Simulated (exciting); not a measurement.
Consider PbBrF, space group P4/nmm.

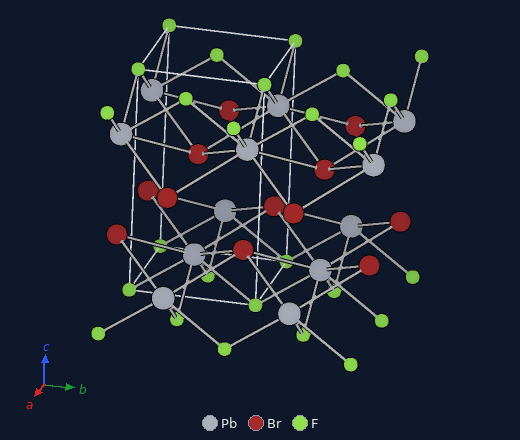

The structure (lead light grey, bromine red, fluorine green). 2×2×1 cells are drawn. Some periodic images of atoms are drawn too.

```cif
data_structure
_symmetry_space_group_name_H-M 'P 1'
_symmetry_Int_Tables_number 1
_cell_length_a 4.1800
_cell_length_b 4.1800
_cell_length_c 7.5900
_cell_angle_alpha 90.000
_cell_angle_beta 90.000
_cell_angle_gamma 90.000
_cell_volume 132.62
loop_
_atom_site_label
_atom_site_type_symbol
_atom_site_fract_x
_atom_site_fract_y
_atom_site_fract_z
_atom_site_occupancy
Pb1 Pb 0.50000 0.00000 0.80500 1
Pb2 Pb 0.00000 0.50000 0.19500 1
Br3 Br 0.50000 0.00000 0.35000 1
Br4 Br 0.00000 0.50000 0.65000 1
F5 F 0.00000 0.00000 0.00000 1
F6 F 0.50000 0.50000 0.00000 1
```

Absorber: atom 5, with 4 Pb at 2.56 Å (tetrahedral, site symmetry -4m2). Method: exciting, all-electron LAPW+lo, LDA, exchange and screened direct term (singlet BSE), 3×3×2 shifted k points, 44 conduction bands, |G+q| up to 3 bohr⁻¹, full RPA screening with nempty = 79, Lorentzian half width 0.45 eV.

The database entry behind the starting cell is an old determination (1932), so it need not match the best structure at ambient conditions.

Question: What does the F K spectrum look like, and is there a bound core exciton?

Bound core exciton? Undecided on this mesh: the first bright state (over 5 % of the brightest) lies at 0.18 eV from the Kohn–Sham onset and at -0.42 eV from the lowest bare transition of its own mesh; weaker or dark states reach down to -0.19 eV. Maxima (height): 0.4 eV (1.00), 6.4 eV (0.25), 9.3 eV (0.17), 11.1 eV (0.15) and 13.9 eV (0.17).

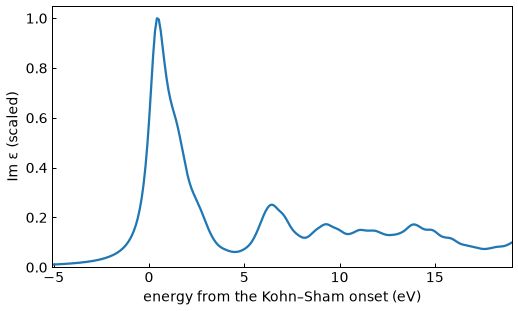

Energy from the Kohn–Sham onset, core level to the lowest empty state found on the meshes used; Im ε in relative units.

Binding energies aren't converged on 18 k points, and fine structure above the first lines is partly noise of the mesh. Exchange and the short-range direct term aren't converged in the kernel cutoff. The zero comes from the unshifted 4×4×2 ground-state mesh; it is exact only where the band minimum lies on that mesh. The structure is a published determination, not relaxed.

[Banner, clock and machine lines of the logs are left out without a mark of their own.]

[Logs are printed without paths, hosts, clocks, repeated set-up lines and the standing remarks that a program may print on its own settings, such as how far it seeks lower states.]

[Hosts, paths, dates, database ids (printed as entryN), source tags and the programs' standing remarks are cut or masked in the printed files.]
